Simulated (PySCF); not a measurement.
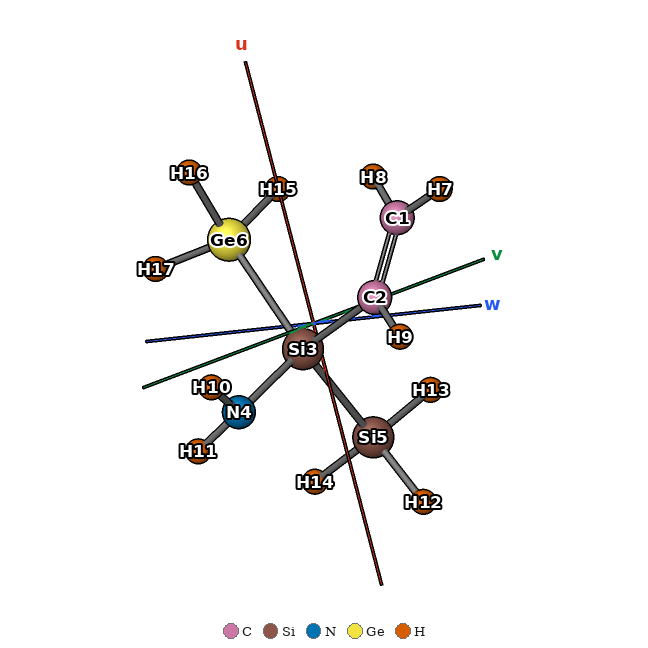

The lines u, v and w are the principal axes of the static dipole polarisability. The geometry was computed by an optimisation with GFN2-xTB. No frequency run is at hand to confirm it as a minimum. Method: B3LYP/def2-SVPD (PySCF 2.14.0).

Along which axis is the molecule most polarisable, and along which least?

Most along u, least along v.

Give the three principal values.

u 143.3, v 110.2, w 124.4 bohr³; mean 126.0, anisotropy 28.8 bohr³.

The geometry is semi-empirical. Around Ge, Si such bond lengths and angles can be off by a tenth of an ångström or more and by several degrees, and values that hang on the shape move with them.
